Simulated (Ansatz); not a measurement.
## Electronic structure of AlH7NP in real space

```xyz
10

Al   -0.3590   -0.3680   -0.6209
N     0.5859    1.4312   -0.2821
H     0.6083   -0.9474   -1.7562
H    -1.8048    0.1834   -1.0286
H     1.5449    1.2846    0.0176
P    -0.1352   -1.2874    1.5508
H     0.1145    1.9544    0.4492
H     0.6032    2.0069   -1.1181
H     0.3298   -2.5567    1.1189
H    -1.4874   -1.7010    1.6697
```

The product side of a reaction path; geometry: PBE0-D4/def2-TZVP.

Level of theory: Ansatz, RKS PBE0-D4/def2-TZVPP.

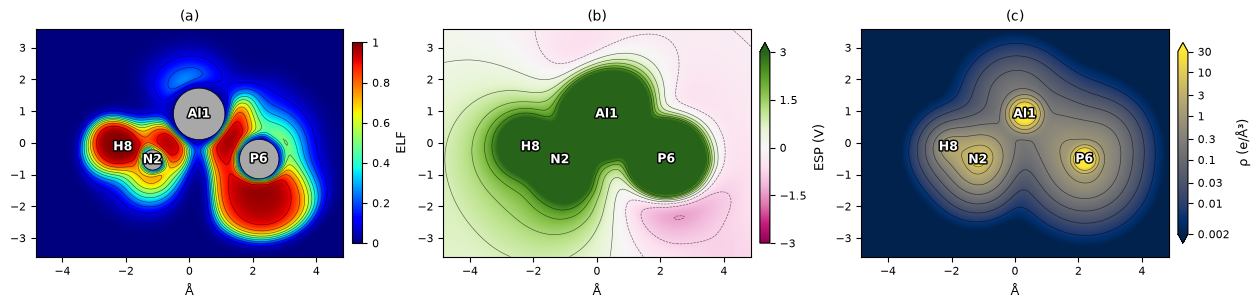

Figure 1. (a) electron localisation function; (b) electrostatic potential; (c) electron density on the plane of atoms Al1, N2 and H8. Grey discs cover the atomic cores in the ELF map.

### Describe what can be read from this map.

- The section cuts through Al, N, P and H sites.
- Al–N (2.06 Å): ρ at the midpoint is about 0.48 e/Å³; the ELF peaks at about 0.95 in the valence shell of N, 0.7 Å from its nucleus, and is about 0.75 at the midpoint.
- Al–P (2.37 Å): ρ is about 0.55 e/Å³ halfway; the ELF peaks at about 0.95 between the atoms; a shared electron pair.
- N–H (1.02 Å): the density is about 2.9 e/Å³ at the midpoint; the ELF climbs to about 1 towards the hydrogen, as it does in any bond to H; an ordinary covalent bond to hydrogen.
- The ELF also peaks beside P6, away from the bonds: lone-pair regions.
- Outside the dense part of the molecule the potential is most negative (−1.4 V) near P6.

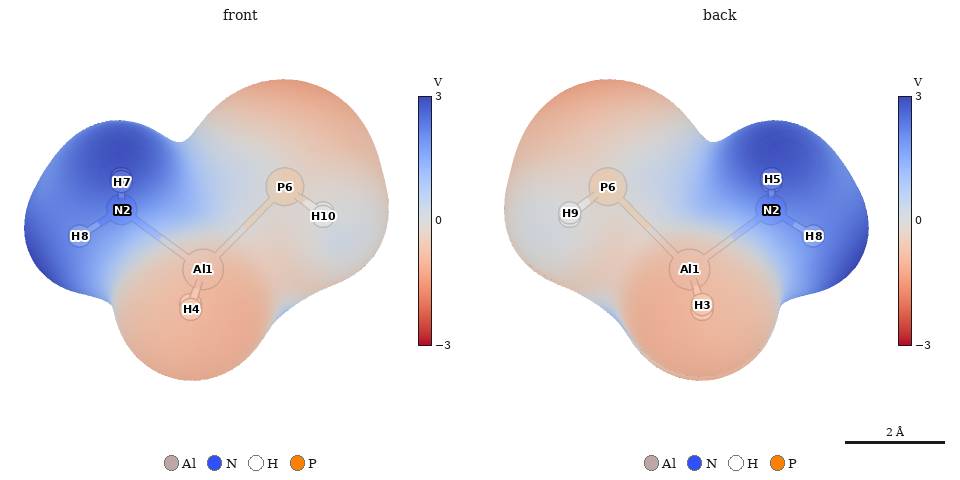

Figure 2. The molecular electrostatic potential painted on the density surface at 0.002 e/bohr³, seen from the front and from behind; the colour scale runs from red (negative) to blue (positive).

### Which sites attract a positive test charge, and which a negative one?

A positive charge is drawn to the negative regions and a negative charge to the positive ones. The most negative region (about −1.2 V) lies over P6, the most positive (about +2.9 V) over H5, H7 and H8.

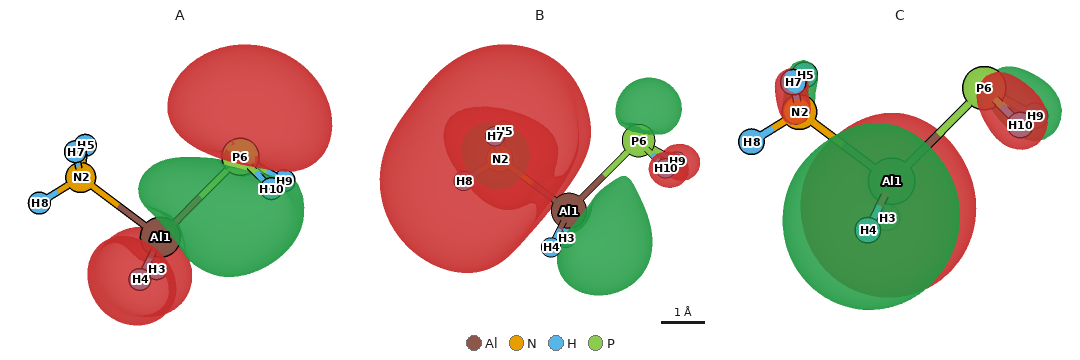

Figure 3. Three frontier orbitals at ±0.06 Å⁻³ᐟ² (green and red are the two phases), in no order.

### Which picture is the HOMO−1, the HOMO and the LUMO?

C is the HOMO−1 (−7.65 eV). It lies mainly on Al1 (about 35 %), H3 (about 30 %) and H4 (about 30 %). A is the HOMO (−6.31 eV). By Hirshfeld shares it lies mainly on P6 (about 70 %) and Al1 (about 15 %); largely a lone pair of P6. B is the LUMO (−0.37 eV). By Hirshfeld shares it lies mainly on Al1 (about 20 %), H8 (about 20 %), H5 (about 15 %), H7 (about 15 %), N2 (about 15 %) and P6 (about 5 %).

### What is the HOMO–LUMO gap?

5.94 eV between the orbital energies.

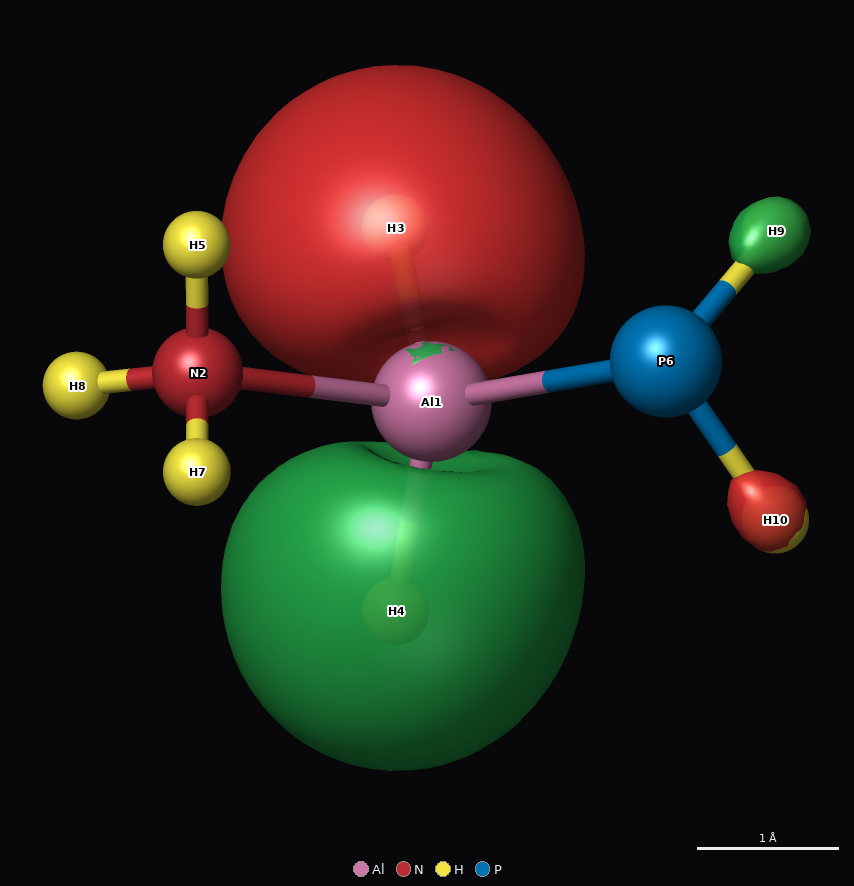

Figure 4. The HOMO−1 at ±0.1 Å⁻³ᐟ² (green and red are the two phases), seen from one side.

### What is the character of this orbital?

Its weight (Hirshfeld) is mainly on Al1 (about 35 %), H3 (about 30 %) and H4 (about 30 %). Its energy is −7.65 eV.
